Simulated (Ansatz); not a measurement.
# GeH3O (SMILES [OH][GeH2]) at USVWN5/STO-3G

Aim: the vertical ionisation energy of GeH3O at USVWN5/STO-3G, from 2 runs. 

The results are computed with Ansatz 0.2.0.

60 further runs of the same task are left out: 6 that didn't finish, 54 set aside as unsound or not needed.

**1. The molecule**

GeH3O has 5 atoms, charge 0, and is taken as a doublet. SMILES: `[OH][GeH2]`. Geometry: relaxed at PBE0-D4/def2-TZVP. This is one conformer, not always the lowest.

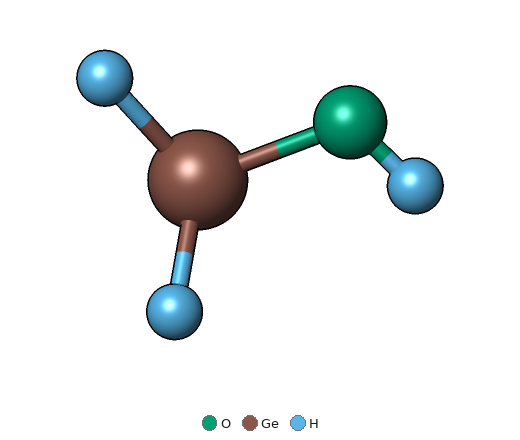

Viewed from a chosen angle; oxygen teal, germanium brown, hydrogen blue.

**2. A single-point energy at USVWN5/STO-3G**

run.yaml reads:

```yaml
crystal:
  periodic: [false, false, false]
  atoms:
    - {symbol: O, position_ang: [0.355500, -1.075800, 0.460700]}
    - {symbol: Ge, position_ang: [-0.520100, 0.416100, 0.017700]}
    - {symbol: H, position_ang: [1.097400, -0.907600, 1.046500]}
    - {symbol: H, position_ang: [-1.396800, -0.014400, -1.180300]}
    - {symbol: H, position_ang: [0.513900, 1.508000, -0.385900]}
basis:
  gaussian: {orbitals: STO-3G}
hamiltonian: {xc: {name: SVWN5}}
accuracy: high
magnetization: {spin_polarized: true, initial_magnetization: 1}
```

The run is started by

```bash
$ ansatz run run.yaml --threads 1 --pin off --max-ram 2610MiB --events-out events.jsonl --progress --plain --runs-dir runs
```

Log:

```text
Warning: RAYON_NUM_THREADS=1 ignored (pool sized by the plan → 1); use --threads N
Functional definition: SVWN5
  name "SVWN5"
  exchange = slater_x
  correlation = vwn5_c
380 factors; integrals over basis functions are off by at most 4.2e-9 eV
mean field evaluation 1: about -57749.9382 eV, gradient 1.4e2 eV
mean field evaluation 2: about -57725.5818 eV, gradient 1.0e2 eV
mean field evaluation 4: about -57738.9138 eV, gradient 1.1e2 eV
mean field evaluation 8: about -57824.5378 eV, gradient 2.4e0 eV
mean field evaluation 16: about -57824.6320 eV, gradient 1.8e-8 eV
mean field -57824.63199902 eV, -2125.0160310208 hartree, gradient 2.0e-8 eV, S^2 0.750329; 0 other end points of the search recorded, 0 dependent functions left out
reference -57824.63200082 eV, -2125.0160310868 hartree; 22, 21 occupied and 4, 5 virtual orbitals, 380 factors
Total energy: -57824.63200082 eV, -2125.0160310868 hartree
```

Wall time 1.4 s (1 thread of Arm Neoverse V1, shared host); peak memory 0.11 GiB.

**3. The singlet cation**

molecule.yaml reads:

```yaml
crystal:
  periodic: [false, false, false]
  atoms:
    - {symbol: O, position_ang: [0.355500, -1.075800, 0.460700]}
    - {symbol: Ge, position_ang: [-0.520100, 0.416100, 0.017700]}
    - {symbol: H, position_ang: [1.097400, -0.907600, 1.046500]}
    - {symbol: H, position_ang: [-1.396800, -0.014400, -1.180300]}
    - {symbol: H, position_ang: [0.513900, 1.508000, -0.385900]}
basis:
  gaussian:
    orbitals: STO-3G
hamiltonian:
  xc: {name: SVWN5}
total_charge: 1
accuracy: high
```

The run is started by

```bash
$ ansatz run molecule.yaml --threads 1 --pin off --max-ram 2610MiB --events-out events.jsonl --progress --plain --runs-dir runs
```

Log:

```text
Warning: RAYON_NUM_THREADS=1 ignored (pool sized by the plan → 1); use --threads N
Functional definition: SVWN5
  name "SVWN5"
  exchange = slater_x
  correlation = vwn5_c
380 factors; integrals over basis functions are off by at most 4.2e-9 eV
mean field evaluation 1: about -57674.4823 eV, gradient 2.4e2 eV
mean field evaluation 2: about -57596.0473 eV, gradient 1.7e2 eV
mean field evaluation 4: about -57623.7286 eV, gradient 1.5e2 eV
mean field evaluation 8: about -57642.1712 eV, gradient 1.6e2 eV
mean field evaluation 16: about -57819.0379 eV, gradient 3.5e-1 eV
mean field -57819.01939587 eV, -2124.8097716592 hartree, gradient 2.7e-8 eV, S^2 0.000000; 0 other end points of the search recorded, 0 dependent functions left out
reference -57819.01939768 eV, -2124.8097717259 hartree; 21, 21 occupied and 5, 5 virtual orbitals, 380 factors
Total energy: -57819.01939768 eV, -2124.8097717259 hartree
```

It took 1.1 s on 1 thread of Arm Neoverse V1, shared host; peak memory 0.091 GiB.

**4. What came out**

Level: USVWN5/STO-3G.

```
                                          quantity           value
                       doublet GeH3O: total energy  -2125.01603 Eh
                               doublet GeH3O: ⟨S²⟩           0.750
                      singlet cation: total energy  -2124.80977 Eh
vertical ionisation energy (to the singlet cation)        5.613 eV
```

The vertical ionisation energy comes to 5.61 eV (542 kJ/mol). Only the singlet of the ionised species was computed; a triplet could lie lower. In a minimal basis such a difference can be off by several eV, whatever the method.
